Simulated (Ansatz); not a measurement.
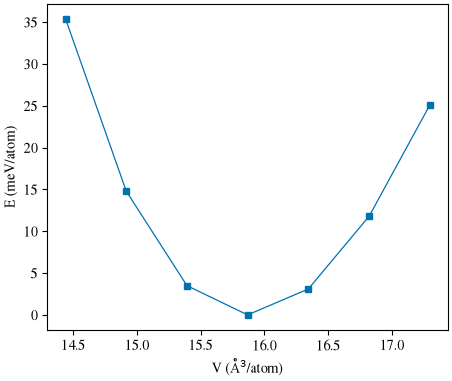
*MgZn2 in space group P6_3/mmc (No. 194; Mg on 4f, Zn on 2a, Zn on 6h) under volume change, PBEsol (plane waves, PAW; program Ansatz), shape and atoms relaxed at each volume.*

Q: What does a third-order Birch–Murnaghan fit give for V₀, B₀ and B′?

A: V₀ = 15.87 Å³/atom, B₀ = 73.8 GPa, B′ = 4.8.

The workflow started from a Materials Project entry (that database holds measured and hypothetical structures alike); the Crystallography Open Database copy checked does not list it. Its standing as an ambient phase is unchecked. Symmetry was held in the PBEsol relaxation; of distortions, only those at the zone centre were tested.

Potentials: the later of the program's two PAW sets.
